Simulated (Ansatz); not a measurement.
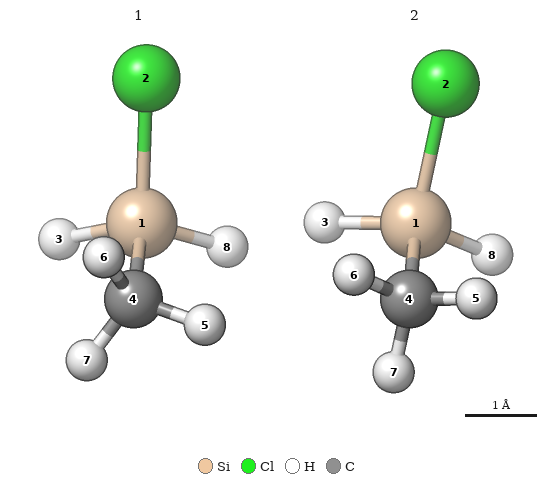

Two geometries of CH$_{5}$ClSi, drawn at one scale. One is the start of a relaxation, the other its converged end. The picture is a ball-and-stick view, seen from a free direction.

Level of theory: RKS B3LYP/6-31G* (Ansatz). Set-up: no spin polarisation; force threshold 0.02 eV/Å; at most 40 steps.

**Which one is relaxed?**

Structure 2 is the relaxed one. The run prepares the start of a later molecular dynamics calculation, from a guessed geometry. Over 7 accepted moves (9 points after the start) the energy falls by 2.46 kcal/mol. The largest force component goes from 0.66 to 0.00047 eV/Å. The line search rejected the trial steps at points 4, 8 of the run. The forces were under the threshold at step 6, but the run went on from there. The largest moves after the best rigid fit, 0.47 Å, are those of H5 and H7. Largest moves by element: H 0.47 Å, Cl 0.34 Å, Si 0.03 Å, C 0.01 Å. Among the contacts that change: Si1–Cl2 2.130 → 2.090 Å, Si1–H3 1.460 → 1.484 Å, C4–H5 1.110 → 1.095 Å, C4–H7 1.110 → 1.097 Å. Among the angles between lasting bonds that change: Cl2–Si1–H3 109.5° → 107.1°, H3–Si1–C4 109.5° → 111.5°. Groups turn about Si1–C4 by about 35°. The run took 29 s on 1 thread of Arm Neoverse V1 (shared host), peak memory 0.13 GiB.
